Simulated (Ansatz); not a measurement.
The figure comes from a scan of Zr (hcp, Mg type): one Zr atom of a 2-atom cell moves by s along Cartesian [110], with its periodic images. Level of theory: PBEsol (plane waves to 420 eV, PAW, scalar-relativistic; Ansatz, a quantum-chemistry and plane-wave program). k mesh 14×14×8 (Γ-centred), Fermi-Dirac smearing 0.05 eV. With partly filled bands, energies and forces of such displacements shift with the k mesh and the smearing. F∥ is the force on the atom along that direction. Zr is run without spin polarisation. Zr was relaxed with its symmetry unable to fall. 

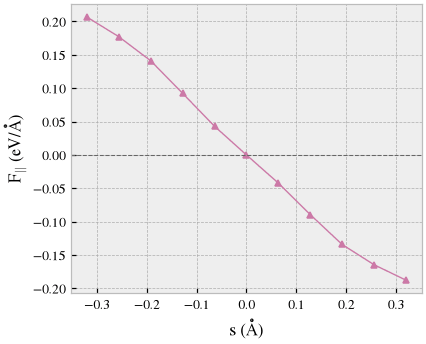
Fig. 1. F∥ (eV/Å) against s (Å); markers are the computed points, lines only join them.

Task: Turn the plot into a table (rounded to what can be read).

Result: To the nearest 0.005:

```csv
s (Å),F∥ (eV/Å)
-0.320,0.205
-0.256,0.175
-0.192,0.140
-0.128,0.090
-0.064,0.045
0.000,0.000
0.064,-0.040
0.128,-0.090
0.192,-0.135
0.256,-0.165
0.320,-0.190
```

(For displaced atoms, the force is minus the slope of the energy, and its curvature is a force constant, which sets phonon frequencies.)
